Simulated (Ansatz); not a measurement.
# One shape, several levels: quartet AlHBr

Wanted: a comparison of 6 runs (UHF/STO-3G, U-r2SCAN0/STO-3G, UBHLYP/STO-3G, UBCCD(T)/STO-3G, UCCSDT/STO-3G, UCCSD/STO-3G) of quartet AlHBr. 

The calculation is run with Ansatz 0.2.0.

59 further runs of the same task are left out: 10 that didn't finish, 49 set aside as unsound or not needed.

## Step 1: The system as given

AlHBr: 3 atoms, total charge 0, spin state quartet. SMILES of the parent species: `[AlH][Br]`. The coordinates come from a PBE0-D4/def2-TZVP relaxation. That shape belongs to the parent species and isn't relaxed for this state.

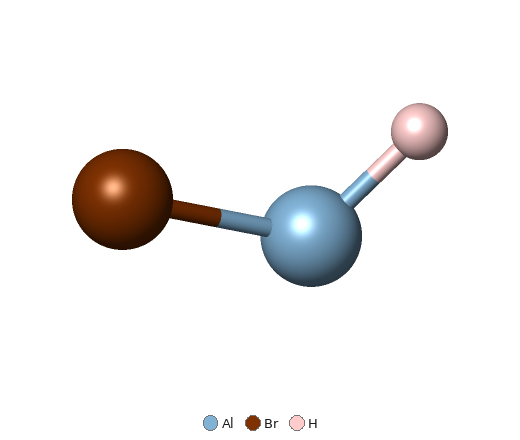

Viewed from a chosen angle; aluminium light blue, bromine brown, hydrogen pink.

## Step 2: The energy at UHF/STO-3G (run 1)

job.yaml

```yaml
crystal:
  periodic: [false, false, false]
  atoms:
    - symbol: Al
      position_ang: [-0.296700, -0.628000, -0.239100]
    - symbol: Br
      position_ang: [1.584500, 0.008600, 0.871100]
    - symbol: H
      position_ang: [-1.298900, 0.554600, -0.645300]
basis:
  gaussian:
    orbitals: STO-3G
hamiltonian:
  xc: hf
magnetization:
  spin_polarized: true
  initial_magnetization: 3
accuracy: high
```

The run is started by

```
$ ansatz run job.yaml --threads 1 --pin off --max-ram 2610MiB --events-out events.jsonl --progress --plain --runs-dir runs
```

Standard output:

```text
Warning: RAYON_NUM_THREADS=1 ignored (pool sized by the plan → 1); use --threads N
Functional definition: HF
  name "HF"
  exchange = exact_x
  correlation = 0
390 factors; integrals over basis functions are off by at most 1.2e-8 eV
mean field evaluation 1: about -75755.9235 eV, gradient 5.7e0 eV
mean field evaluation 2: about -75755.9639 eV, gradient 5.6e0 eV
mean field evaluation 4: about -75756.5661 eV, gradient 5.8e-1 eV
mean field evaluation 8: about -75756.5761 eV, gradient 1.3e-1 eV
mean field evaluation 16: about -75756.6587 eV, gradient 4.6e-5 eV
mean field evaluation 32: about -75756.6310 eV, gradient 4.1e-1 eV
mean field evaluation 64: about -75756.6105 eV, gradient 1.3e-1 eV
mean field evaluation 96: about -75756.6110 eV, gradient 2.7e-6 eV
mean field -75756.65871674 eV, -2784.0058581327 hartree, gradient 5.6e-8 eV, S^2 3.752487; 4 other end points of the search recorded, 0 dependent functions left out
reference -75756.65871674 eV, -2784.0058581327 hartree; 26, 23 occupied and 2, 5 virtual orbitals, 390 factors
Total energy: -75756.65871674 eV, -2784.0058581327 hartree
```

Wall time 0.62 s (1 thread of Arm Neoverse V1, shared host).

## Step 3: A single-point energy at U-r2SCAN0/STO-3G (run 2)

Changes to job.yaml since step 2:

```diff
@@ -10,9 +10,6 @@
 basis:
-  gaussian:
-    orbitals: STO-3G
-hamiltonian:
-  xc: hf
-magnetization:
-  spin_polarized: true
-  initial_magnetization: 3
+  gaussian: {orbitals: STO-3G}
+total_charge: 0
+magnetization: {spin_polarized: true, initial_magnetization: 3}
+hamiltonian: {xc: {name: r2SCAN0}}
 accuracy: high
```

The run is started by

```
$ ansatz run job.yaml --threads 1 --pin off --max-ram 2610MiB --events-out events.jsonl --progress --plain --runs-dir runs
```

Standard output:

```text
Warning: RAYON_NUM_THREADS=1 ignored (pool sized by the plan → 1); use --threads N
Functional definition: r2SCAN0
  name "r2SCAN0"
  parameter a = 0.25
  parameter k0 = 0.174
  parameter k1 = 0.065
  parameter a1 = 4.9479
  exchange = (1 - a)*r2scan_x(k0 = k0, k1 = k1, a1 = a1) + a*exact_x
  correlation = r2scan_c
390 factors; integrals over basis functions are off by at most 1.2e-8 eV
mean field evaluation 1: about -75809.2740 eV, gradient 6.3e0 eV
mean field evaluation 2: about -75808.1909 eV, gradient 1.0e1 eV
mean field evaluation 4: about -75810.1307 eV, gradient 7.7e-1 eV
mean field evaluation 8: about -75810.1379 eV, gradient 4.5e-2 eV
mean field evaluation 16: about -75810.1380 eV, gradient 1.2e-5 eV
mean field evaluation 32: about -75810.0889 eV, gradient 1.7e0 eV
mean field -75810.13798676 eV, -2785.9711850564 hartree, gradient 5.1e-8 eV, S^2 3.755314; 3 other end points of the search recorded, 0 dependent functions left out
reference -75810.13798731 eV, -2785.9711850765 hartree; 26, 23 occupied and 2, 5 virtual orbitals, 390 factors
Total energy: -75810.13798731 eV, -2785.9711850765 hartree
```

Run time: 7.8 s. Hardware: 1 thread of Arm Neoverse V1, shared host; peak memory 0.22 GiB.

Runs 3 to 4 aren't shown in full; the table further down has their settings and results.

## Step 4: A single-point energy at UCCSDT/STO-3G (run 5)

molecule.yaml

```yaml
crystal:
  periodic: [false, false, false]
  atoms:
    - {symbol: Al, position_ang: [-0.296700, -0.628000, -0.239100]}
    - {symbol: Br, position_ang: [1.584500, 0.008600, 0.871100]}
    - {symbol: H, position_ang: [-1.298900, 0.554600, -0.645300]}
basis:
  gaussian: {orbitals: STO-3G}
accuracy: high
scf: {omitted_lower_state_checks: [cluster_reference, increment]}
magnetization: {spin_polarized: true, initial_magnetization: 3}
correlation: {method: ccsdt, frozen_orbitals: {Al: 5, Br: 9, H: 0}}
```

The run is started by

```
$ ansatz run molecule.yaml --threads 1 --pin off --max-ram 2610MiB --events-out events.jsonl --progress --plain --runs-dir runs
```

Standard output:

```text
Warning: RAYON_NUM_THREADS=1 ignored (pool sized by the plan → 1); use --threads N
[... 14 lines left out ...]
14 core orbitals not correlated: weight in the atoms' cores, before any rotation towards them, 0.999 or more for the frozen orbitals, at most 0.000 for the correlated occupied ones
[... 36 lines left out ...]
Total energy: -75757.46683015 eV, -2784.0355557526 hartree
Checks for a lower state left out: cluster_reference, increment
```

Run time: 1.9 s. Hardware: 1 thread of Arm Neoverse V1, shared host; peak memory 0.092 GiB.

## Step 5: A single-point energy at UCCSD/STO-3G (run 6)

molecule.yaml

```yaml
basis:
  gaussian: {orbitals: STO-3G}
crystal:
  periodic: [false, false, false]
  atoms:
    - symbol: Al
      position_ang: [-0.296700, -0.628000, -0.239100]
    - symbol: Br
      position_ang: [1.584500, 0.008600, 0.871100]
    - symbol: H
      position_ang: [-1.298900, 0.554600, -0.645300]
magnetization: {spin_polarized: true, initial_magnetization: 3}
correlation: {method: ccsd, frozen_orbitals: {Al: 5, Br: 9, H: 0}}
accuracy: high
scf: {omitted_lower_state_checks: [cluster_reference, increment]}
```

The run is started by

```
$ ansatz run molecule.yaml --threads 1 --pin off --max-ram 2610MiB --events-out events.jsonl --progress --plain --runs-dir runs
```

Standard output:

```text
Warning: RAYON_NUM_THREADS=1 ignored (pool sized by the plan → 1); use --threads N
[... 14 lines left out ...]
14 core orbitals not correlated: weight in the atoms' cores, before any rotation towards them, 0.999 or more for the frozen orbitals, at most 0.000 for the correlated occupied ones
[... 30 lines left out ...]
Total energy: -75757.42156969 eV, -2784.0338924615 hartree
Checks for a lower state left out: cluster_reference, increment
```

Wall time 1.1 s (1 thread of Arm Neoverse V1, shared host).

## Step 6: All runs side by side

| run | level | frozen core orbitals | energy (Eh) | ⟨S²⟩ | wall time |
| --- | --- | --- | --- | --- | --- |
| 1 | UHF/STO-3G | – | -2784.005858 | 3.752 | 0.62 s |
| 2 | U-r2SCAN0/STO-3G | – | -2785.971185 | 3.755 | 7.8 s |
| 3 | UBHLYP/STO-3G | – | -2785.941218 | 3.758 | 2.9 s |
| 4 | UBCCD(T)/STO-3G | 14 | -2784.035211 | 3.752 | 1.2 s |
| 5 | UCCSDT/STO-3G | 14 | -2784.035556 | 3.752 | 1.9 s |
| 6 | UCCSD/STO-3G | 14 | -2784.033892 | 3.752 | 1.1 s |

## Step 7: Outcome

```
                                           quantity           value
                                run 6: total energy  -2784.03389 Eh
run 6: correlation energy (14 core orbitals frozen)       -28.0 mEh
           run 6: ⟨S²⟩ of the reference determinant           3.752
                               run 6: T1 diagnostic           0.059
```

Below the UHF energy at the same shape and in the same basis (STO-3G): UBCCD(T) -29.4 mEh; UCCSDT -29.7 mEh; UCCSD -28.0 mEh. Totals of different functionals can't be ranked against each other. In runs 1, 2, 3, 4, 5, 6 the basis is minimal, so the values are rough. All runs together took 15 s, the longest 7.8 s.
